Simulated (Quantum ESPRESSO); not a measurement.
**Rb3ClO (Pm-3m): modes at Γ and the response to a field**

Which modes does Rb3ClO (Pm-3m) have at the zone centre?

Calculated with Quantum ESPRESSO 7.5; DFT LDA, scalar-relativistic, plane waves, PseudoDojo norm-conserving pseudopotentials.

### 1. The starting structure

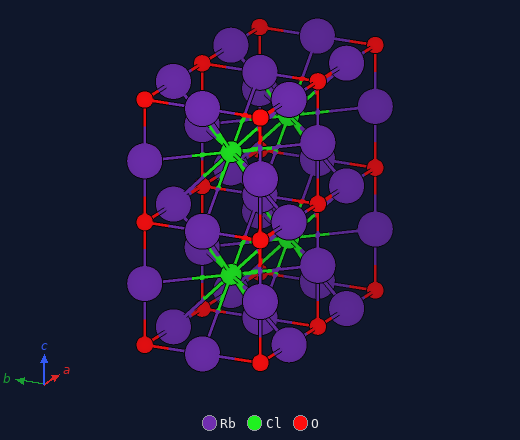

Start, viewed from a free direction; rubidium purple, chlorine green, oxygen red. 2×1×2 cells are drawn. Some periodic images of atoms are drawn too.

As a file:

```
CELL_PARAMETERS angstrom
5.53368 0.00000 0.00000
0.00000 5.53368 0.00000
0.00000 0.00000 5.53368
ATOMIC_POSITIONS crystal
Rb 0.00000 0.00000 0.50000
Rb 0.00000 0.50000 0.00000
Rb 0.50000 0.00000 0.00000
Cl 0.50000 0.50000 0.50000
O 0.00000 0.00000 0.00000
```

### 2. A probe with smearing

A cheap run with smearing and empty bands tells whether the crystal has a gap, which decides between fixed occupations and smearing later on.

The input, probe.in:

```
&CONTROL
  calculation = 'scf'
  prefix      = 'x'
  outdir      = './tmp'
  pseudo_dir  = './pseudo'
  tprnfor     = .true.
  tstress     = .true.
  verbosity   = 'high'
/
&SYSTEM
  ibrav       = 1
  celldm(1)   = 10.45713777
  nat         = 5
  ntyp        = 3
  ecutwfc     = 92.0
  occupations = 'smearing'
  smearing    = 'gaussian'
  degauss     = 0.01
/
&ELECTRONS
  conv_thr         = 1.0d-07
  mixing_beta      = 0.7
  electron_maxstep = 100
/
ATOMIC_SPECIES
 Rb     85.4678  Rb.upf
 Cl     35.4500  Cl.upf
 O      15.9990  O.upf
ATOMIC_POSITIONS crystal
 Rb     0.000000000   0.000000000   0.500000000
 Rb     0.000000000   0.500000000   0.000000000
 Rb     0.500000000   0.000000000   0.000000000
 Cl     0.500000000   0.500000000   0.500000000
 O      0.000000000   0.000000000   0.000000000
K_POINTS automatic
 4 4 4 0 0 0
```

The run is started by

```sh
OMP_NUM_THREADS=1 mpirun -n 8 pw.x -nk 8 -in probe.in > probe.out
```

The log of the run:

```text
[banners, grids, parts of the stress and lines that vanish by symmetry left out]
Program PWSCF v.7.5
     bravais-lattice index     =            1
     lattice parameter (alat)  =      10.4571  a.u.
[...]
kinetic-energy cutoff     =      92.0000  Ry
     charge density cutoff     =     368.0000  Ry
     scf convergence threshold =      1.0E-07
[...]
Exchange-correlation= SLA  PW   NOGX NOGC
                           (   1   4   0   0   0   0   0)
[...]
48 Sym. Ops., with inversion, found
[...]
(     0          1          0      )
                  (     0          0          1      )
[...]
(  0.0000000  1.0000000  0.0000000 )
                  (  0.0000000  0.0000000  1.0000000 )
[...]
(     0         -1          0      )
                  (     0          0          1      )
[...]
( -1.0000000  0.0000000  0.0000000 )
                  (  0.0000000  1.0000000  0.0000000 )
[...]
number of k points=    10  Gaussian smearing, width (Ry)=  0.0100
[...]
End of self-consistent calculation
[...]
the Fermi energy is     4.4506 ev
!    total energy              =    -228.78626432 Ry
[...]
convergence has been achieved in  14 iterations
[...]
atom    1 type  1   force =     0.00000000    0.00000000    0.00000000
     atom    2 type  1   force =     0.00000000    0.00000000    0.00000000
     atom    3 type  1   force =     0.00000000    0.00000000    0.00000000
     atom    4 type  2   force =     0.00000000    0.00000000    0.00000000
     atom    5 type  3   force =     0.00000000    0.00000000    0.00000000
[...]
Total force =     0.000000     Total SCF correction =     0.000000
[...]
total   stress  (Ry/bohr**3)                   (kbar)     P=      -24.11
[...]
XML data file, charge density, pseudopotentials, collected wavefunctions

   JOB DONE.
```

Wall time 16 s (8 MPI ranks of Arm Neoverse V1, shared host).

Read from the output:

| Quantity | Value |
| --- | --- |
| volume per atom | 33.89 Å³ |
| pressure | -2.411 GPa |
| gap on the k-mesh | 0.2897 eV |

A gap of 0.29 eV on this mesh is too small to trust, so smearing is kept; the start stands at -2.4 GPa.

### 3. Relaxation

The relaxation runs at a cutoff a fifth above that of the response, since stress converges more slowly with the basis than frequencies do. Forces and stress are brought to rest with tight thresholds.

The input, relax.in:

```
&CONTROL
  calculation   = 'vc-relax'
  prefix        = 'x'
  outdir        = './tmp'
  pseudo_dir    = './pseudo'
  tprnfor       = .true.
  tstress       = .true.
  forc_conv_thr = 2.0d-05
  etot_conv_thr = 1.0d-07
  nstep         = 40
/
&SYSTEM
  ibrav       = 1
  celldm(1)   = 10.45713777
  nat         = 5
  ntyp        = 3
  ecutwfc     = 110
  occupations = 'smearing'
  smearing    = 'gaussian'
  degauss     = 0.002
/
&ELECTRONS
  conv_thr         = 1.0d-11
  mixing_beta      = 0.7
  electron_maxstep = 100
/
&IONS
/
&CELL
  press_conv_thr = 0.2
/
ATOMIC_SPECIES
 Rb     85.4678  Rb.upf
 Cl     35.4500  Cl.upf
 O      15.9990  O.upf
ATOMIC_POSITIONS crystal
 Rb     0.000000000   0.000000000   0.500000000
 Rb     0.000000000   0.500000000   0.000000000
 Rb     0.500000000   0.000000000   0.000000000
 Cl     0.500000000   0.500000000   0.500000000
 O      0.000000000   0.000000000   0.000000000
K_POINTS automatic
 6 6 6 0 0 0
```

The run is started by

```sh
OMP_NUM_THREADS=1 mpirun -n 8 pw.x -nk 8 -in relax.in > relax.out
```

The log of the run:

```text
[banners, grids, parts of the stress and lines that vanish by symmetry left out]
[banner, memory and clock lines left out]
Program PWSCF v.7.5

[...]
kinetic-energy cutoff     =     110.0000  Ry
     charge density cutoff     =     440.0000  Ry
     scf convergence threshold =      1.0E-11
[...]
energy convergence thresh.=      1.0E-07
     force convergence thresh. =      2.0E-05
     press convergence thresh. =      2.0E-01
     Exchange-correlation= SLA  PW   NOGX NOGC
                           (   1   4   0   0   0   0   0)
[...]
48 Sym. Ops., with inversion, found
[...]
number of k points=    20  Gaussian smearing, width (Ry)=  0.0020
[...]
End of self-consistent calculation
[...]
the Fermi energy is     4.3881 ev
!    total energy              =    -228.78642952 Ry
[...]
convergence has been achieved in  17 iterations
[...]
atom    1 type  1   force =     0.00000000    0.00000000    0.00000000
     atom    2 type  1   force =     0.00000000    0.00000000    0.00000000
     atom    3 type  1   force =     0.00000000    0.00000000    0.00000000
     atom    4 type  2   force =     0.00000000    0.00000000    0.00000000
     atom    5 type  3   force =     0.00000000    0.00000000    0.00000000
     Total force =     0.000000     Total SCF correction =     0.000000
[...]
total   stress  (Ry/bohr**3)                   (kbar)     P=      -24.13
[...]
number of bfgs steps    =   0
[...]
CELL_PARAMETERS (alat= 10.45713777)
[...]
ATOMIC_POSITIONS (crystal)
Rb               0.0000000000        0.0000000000        0.5000000000
Rb               0.0000000000        0.5000000000        0.0000000000
Rb               0.5000000000        0.0000000000        0.0000000000
Cl               0.5000000000        0.5000000000        0.5000000000
[...]
New effective cutoffs (rho, wfc):  443.35  110.90
[...]
End of self-consistent calculation
[...]
the Fermi energy is     4.5053 ev
!    total energy              =    -228.78866140 Ry
[...]
convergence has been achieved in   9 iterations
[...]
atom    1 type  1   force =     0.00000000    0.00000000    0.00000000
     atom    2 type  1   force =     0.00000000    0.00000000    0.00000000
     atom    3 type  1   force =     0.00000000    0.00000000    0.00000000
     atom    4 type  2   force =     0.00000000    0.00000000    0.00000000
     atom    5 type  3   force =     0.00000000    0.00000000    0.00000000
     Total force =     0.000000     Total SCF correction =     0.000000
[...]
total   stress  (Ry/bohr**3)                   (kbar)     P=      -22.73
[...]
number of bfgs steps    =   1
[...]
WARNING: bfgs curvature condition failed, Theta= 0.856
[...]
CELL_PARAMETERS (alat= 10.45713777)
[...]
ATOMIC_POSITIONS (crystal)
[...]
New effective cutoffs (rho, wfc):  448.88  112.28
[...]
End of self-consistent calculation
[...]
the Fermi energy is     4.6430 ev
!    total energy              =    -228.79171561 Ry
[...]
convergence has been achieved in  12 iterations
[...]
atom    1 type  1   force =     0.00000000    0.00000000    0.00000000
     atom    2 type  1   force =     0.00000000    0.00000000    0.00000000
     atom    3 type  1   force =     0.00000000    0.00000000    0.00000000
[...]
the Fermi energy is     5.8244 ev
!    total energy              =    -228.80094673 Ry
[...]
convergence has been achieved in  11 iterations
[...]
Total force =     0.000000     Total SCF correction =     0.000000
[...]
total   stress  (Ry/bohr**3)                   (kbar)     P=        1.91
[...]
number of bfgs steps    =   5
[...]
New effective cutoffs (rho, wfc):  484.23  121.12
[...]
the Fermi energy is     5.7315 ev
!    total energy              =    -228.80099715 Ry
[...]
convergence has been achieved in  12 iterations
[...]
Total force =     0.000000     Total SCF correction =     0.000000
[...]
total   stress  (Ry/bohr**3)                   (kbar)     P=       -0.16
[...]
number of bfgs steps    =   6
[...]
New effective cutoffs (rho, wfc):  484.44  121.18
[...]
the Fermi energy is     5.7386 ev
!    total energy              =    -228.80099751 Ry
[...]
convergence has been achieved in   9 iterations
[...]
Total force =     0.000000     Total SCF correction =     0.000000
[...]
total   stress  (Ry/bohr**3)                   (kbar)     P=       -0.00
[...]
number of bfgs steps    =   7
[...]
small trust_radius: resetting bfgs history
[...]
CELL_PARAMETERS (alat= 10.45713777)
[...]
ATOMIC_POSITIONS (crystal)
[...]
New effective cutoffs (rho, wfc):  484.44  121.18
[...]
End of self-consistent calculation
[...]
the Fermi energy is     5.7386 ev
!    total energy              =    -228.80099751 Ry
[...]
convergence has been achieved in   3 iterations
[...]
atom    3 type  1   force =     0.00000000    0.00000000    0.00000000
     atom    4 type  2   force =     0.00000000    0.00000000    0.00000000
     atom    5 type  3   force =     0.00000000    0.00000000    0.00000000
     Total force =     0.000000     Total SCF correction =     0.000000
[...]
total   stress  (Ry/bohr**3)                   (kbar)     P=       -0.00
[...]
bfgs converged in   9 scf cycles and   8 bfgs steps
[...]
End of BFGS Geometry Optimization
     Final enthalpy           =    -228.8009975127 Ry
     File ./tmp/x.bfgs deleted, as requested
[...]
CELL_PARAMETERS (alat= 10.45713777)
[...]
ATOMIC_POSITIONS (crystal)
[...]
Cl               0.5000000000        0.5000000000        0.5000000000
O                0.0000000000        0.0000000000        0.0000000000
[...]
Final scf calculation at the relaxed structure.
[...]
kinetic-energy cutoff     =     110.0000  Ry
     charge density cutoff     =     440.0000  Ry
     scf convergence threshold =      1.0E-13
[...]
press convergence thresh. =      2.0E-01
     Exchange-correlation= SLA  PW   NOGX NOGC
                           (   1   4   0   0   0   0   0)
[...]
48 Sym. Ops., with inversion, found
[...]
number of k points=    20  Gaussian smearing, width (Ry)=  0.0020
[...]
c_bands:  1 eigenvalues not converged
     c_bands:  1 eigenvalues not converged
[...]
End of self-consistent calculation
[...]
the Fermi energy is     5.7296 ev
!    total energy              =    -228.80096643 Ry
[...]
convergence has been achieved in  20 iterations
[...]
atom    1 type  1   force =     0.00000000    0.00000000    0.00000000
     atom    2 type  1   force =     0.00000000    0.00000000    0.00000000
     atom    3 type  1   force =     0.00000000    0.00000000    0.00000000
     atom    4 type  2   force =     0.00000000    0.00000000    0.00000000
     atom    5 type  3   force =     0.00000000    0.00000000    0.00000000
     Total force =     0.000000     Total SCF correction =     0.000000
[...]
total   stress  (Ry/bohr**3)                   (kbar)     P=       -0.00
[...]
XML data file, charge density, pseudopotentials, collected wavefunctions
```

Run time: 5.8 min. Hardware: 8 MPI ranks.

The steps of the relaxation:

```
step  energy less that of the first step (eV)  largest force (eV/Å)  pressure (GPa)  volume (Å³)
   1                                   0.0000                0.0000           -2.41       169.45
   2                                  -0.0304                0.0000           -2.27       167.37
   3                                  -0.0719                0.0000           -2.04       164.29
   4                                  -0.1245                0.0000           -1.65       159.74
   5                                  -0.1786                0.0000           -0.92       153.07
   6                                  -0.1975                0.0000            0.19       145.37
   7                                  -0.1982                0.0000           -0.02       146.64
   8                                  -0.1982                0.0000            0.00       146.54
   9                                  -0.1982                0.0000            0.00       146.54
  10                                  -0.1978                0.0000            0.00       146.54
```

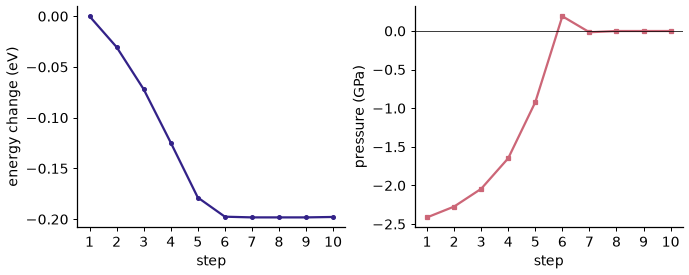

Energy and pressure along the relaxation.

```
conventional cell, symmetrised  before  after   change
                         a (Å)   5.534  5.272   -4.7 %
                         b (Å)   5.534  5.272   -4.7 %
                         c (Å)   5.534  5.272   -4.7 %
              volume (Å³/atom)   33.89  29.31  -13.5 %
```

Final coordinates:

```
Rb Cl O
1.0
     5.27210    0.00000    0.00000
     0.00000    5.27210    0.00000
     0.00000    0.00000    5.27210
Rb Cl O
3 1 1
Cartesian
  0.0000 0.0000 2.6361
  0.0000 2.6361 0.0000
  2.6361 0.0000 0.0000
  2.6361 2.6361 2.6361
  0.0000 0.0000 0.0000
```

The last row of the table of steps is pw.x's closing run on a basis chosen anew for the final cell, so its energy can jump.

Numbers from this step:

```
volume per atom   : 29.31 Å³
pressure          : 0 GPa
gap on the k-mesh : 0.2870 eV
```

The volume changes by -13.5 % from the cell with which this run began.

### 4. Ground state

The response is built on this ground state, so it is converged far tighter than an energy would need. Smearing stays on, as the first look found no gap above 0.3 eV.

The input, scf.in:

```
&CONTROL
  calculation = 'scf'
  prefix      = 'x'
  outdir      = './tmp'
  pseudo_dir  = './pseudo'
  tprnfor     = .true.
  tstress     = .true.
/
&SYSTEM
  ibrav       = 1
  celldm(1)   = 9.96283133
  nat         = 5
  ntyp        = 3
  ecutwfc     = 92.0
  occupations = 'smearing'
  smearing    = 'gaussian'
  degauss     = 0.002
/
&ELECTRONS
  conv_thr         = 1.0d-12
  mixing_beta      = 0.7
  electron_maxstep = 100
/
ATOMIC_SPECIES
 Rb     85.4678  Rb.upf
 Cl     35.4500  Cl.upf
 O      15.9990  O.upf
ATOMIC_POSITIONS crystal
 Rb     0.000000000   0.000000000   0.500000000
 Rb     0.000000000   0.500000000   0.000000000
 Rb     0.500000000   0.000000000   0.000000000
 Cl     0.500000000   0.500000000   0.500000000
 O      0.000000000   0.000000000   0.000000000
K_POINTS automatic
 6 6 6 0 0 0
```

The run is started by

```sh
OMP_NUM_THREADS=1 mpirun -n 8 pw.x -nk 8 -in scf.in > scf.out
```

The log of the run:

```text
[banners, grids, parts of the stress and lines that vanish by symmetry left out]
[banner, memory and clock lines left out]
Program PWSCF v.7.5

[...]
kinetic-energy cutoff     =      92.0000  Ry
     charge density cutoff     =     368.0000  Ry
     scf convergence threshold =      1.0E-12
[...]
Exchange-correlation= SLA  PW   NOGX NOGC
                           (   1   4   0   0   0   0   0)
[...]
48 Sym. Ops., with inversion, found
[...]
number of k points=    20  Gaussian smearing, width (Ry)=  0.0020
[...]
End of self-consistent calculation
[...]
the Fermi energy is     5.7387 ev
!    total energy              =    -228.80094218 Ry
[...]
convergence has been achieved in  20 iterations
[...]
atom    1 type  1   force =     0.00000000    0.00000000    0.00000000
     atom    2 type  1   force =     0.00000000    0.00000000    0.00000000
     atom    3 type  1   force =     0.00000000    0.00000000    0.00000000
     atom    4 type  2   force =     0.00000000    0.00000000    0.00000000
     atom    5 type  3   force =     0.00000000    0.00000000    0.00000000
     Total force =     0.000000     Total SCF correction =     0.000000
[...]
total   stress  (Ry/bohr**3)                   (kbar)     P=        0.02
[...]
XML data file, charge density, pseudopotentials, collected wavefunctions
```

Run time: 30 s. Hardware: 8 MPI ranks.

This step gave:

```yaml
pressure: 0.002 GPa
```

The cell stands at 0.002 GPa, close enough for phonons.

### 5. Self-consistent run for the response

The smeared run left no partial occupations, so the cell has a gap; with fixed occupations the field response becomes possible.

scf.in: that of step 4 with these lines changed.

```diff
@@ -14,5 +14,4 @@
   ecutwfc     = 92.0
-  occupations = 'smearing'
-  smearing    = 'gaussian'
-  degauss     = 0.002
+  occupations = 'fixed'
+  nbnd        = 22
 /
```

The log of the run:

```text
[banners, grids, parts of the stress and lines that vanish by symmetry left out]
[banner, memory and clock lines left out]
Program PWSCF v.7.5

[...]
kinetic-energy cutoff     =      92.0000  Ry
     charge density cutoff     =     368.0000  Ry
     scf convergence threshold =      1.0E-12
[...]
Exchange-correlation= SLA  PW   NOGX NOGC
                           (   1   4   0   0   0   0   0)
[...]
48 Sym. Ops., with inversion, found
[...]
number of k points=    20
[...]
End of self-consistent calculation
[...]
highest occupied, lowest unoccupied level (ev):     5.5988    5.8858
!    total energy              =    -228.80094218 Ry
[...]
convergence has been achieved in  21 iterations
[...]
atom    1 type  1   force =     0.00000000    0.00000000    0.00000000
     atom    2 type  1   force =     0.00000000    0.00000000    0.00000000
     atom    3 type  1   force =     0.00000000    0.00000000    0.00000000
     atom    4 type  2   force =     0.00000000    0.00000000    0.00000000
     atom    5 type  3   force =     0.00000000    0.00000000    0.00000000
     Total force =     0.000000     Total SCF correction =     0.000000
[...]
total   stress  (Ry/bohr**3)                   (kbar)     P=        0.02
[...]
XML data file, charge density, pseudopotentials, collected wavefunctions
```

The job ended after 29 s (8 MPI ranks; 3.9 min of CPU time).

(Continued in part 2 of 3.)

[Host names and launcher messages were left out of these logs when they were recorded.]

[Logs are printed without paths, hosts, clocks, repeated set-up lines and the standing remarks that a program may print on its own settings, such as how far it seeks lower states.]

[Hosts, paths, dates, database ids (printed as entryN), source tags and the programs' standing remarks are cut or masked in the printed files.]
